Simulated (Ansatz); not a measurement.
**Li$_{3}$IrSe$_{3}$: density, localisation and related maps**

Input file:

```
crystal:
  lattice:
    - [3.7880533156, 2.1870336015, 4.1609566409]
    - [-3.7880533156, 2.1870336015, 4.1609566409]
    - [0.0, -4.3740672029, 4.1609566409]
  atoms:
    - { symbol: Li, position: [0.2667340222, 0.6663822759, 0.2667340222] }
    - { symbol: Li, position: [0.2667340222, 0.2667340222, 0.6663822759] }
    - { symbol: Li, position: [0.6663822759, 0.2667340222, 0.2667340222] }
    - { symbol: Ir, position: [0.5846059191, 0.5846059191, 0.5846059191] }
    - { symbol: Se, position: [0.4131715093, 0.9445863222, 0.4131715093] }
    - { symbol: Se, position: [0.4131715093, 0.4131715093, 0.9445863222] }
    - { symbol: Se, position: [0.9445863222, 0.4131715093, 0.4131715093] }
basis:
  ecutwfc: 420
kpoints:
  mp_grid: { grid: [6, 6, 6] }
hamiltonian:
  xc: pbe
scf:
  occupations: { method: gaussian, width: 0.02 }
output:
  forces: true
  stress: true
  eigenvalues: true
  write_density: true
  write_potential: true
  elf: true
  volumetric_format: npy
relax:
  adjacent_minimum: "off"
  f_tol: 0.01
  max_steps: 80
  cell: { stress_tol: 0.05 }
```

Launched as:

```sh
ansatz run input.yaml --threads 1 --pin off --max-ram 2560MiB --backend cpu --events-out ev --progress --plain --runs-dir out
```

Below, planes, directions and counts refer to the conventional cell (a = 7.58 Å, b = 7.58 Å, c = 12.48 Å, α = 90.00°, β = 90.00°, γ = 120.00°).

The fields are those of the relaxed geometry.

Space group R3m; a generated structure, not necessarily the stable one; computed without spin polarisation.

Method: DFT PBE, scalar-relativistic, plane waves, PAW (Ansatz 0.2.0).

In a PAW calculation such maps are meaningful between the atoms, not at the nuclei.

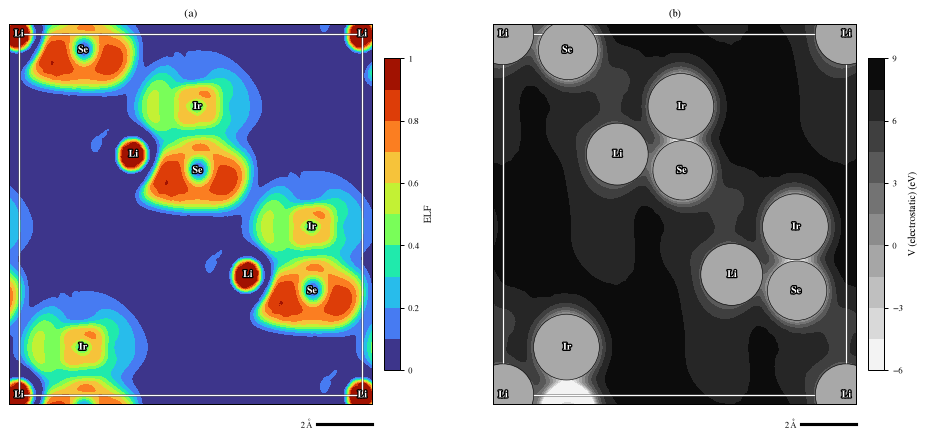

Figure 1. (a) ELF; (b) electrostatic potential (local pseudopotential plus Hartree) felt by an electron on the (110) plane of the conventional cell. Grey discs cover the atomic cores in the potential map.

Q: What do the fields say about this system?

A: Atoms in the plane: Li, Ir and Se. Ir–Se (2.32 Å): the ELF is about 0.50 at the midpoint. Li–Se (2.45 Å): the ELF is about 0.80 at the midpoint (a largely ionic contact). The features right at Li and Ir lie inside the PAW spheres, where the map follows smoothed inner orbitals and isn't to be read closely. Outside the cores the potential energy rises away from the atoms and is highest about 2.4 Å from the nearest atoms; its zero is arbitrary.

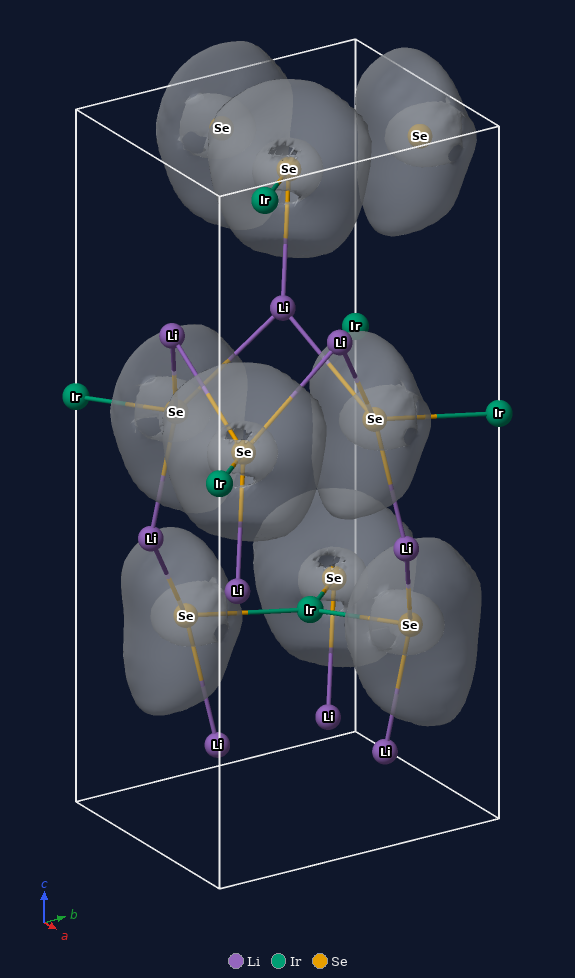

Figure 2. Isosurface of the ELF at 0.7 (grey), seen slightly off an axis. Only the valence region is drawn (cores and ρ < 0.01 e/Å³ removed). Sticks mark near contacts.

Q: Where are the electrons localised?

A: The ELF exceeds this value in nine regions wrapped around Se (the valence shell of each), counted in one cell of 21 atoms. Regions shared between cells count once.
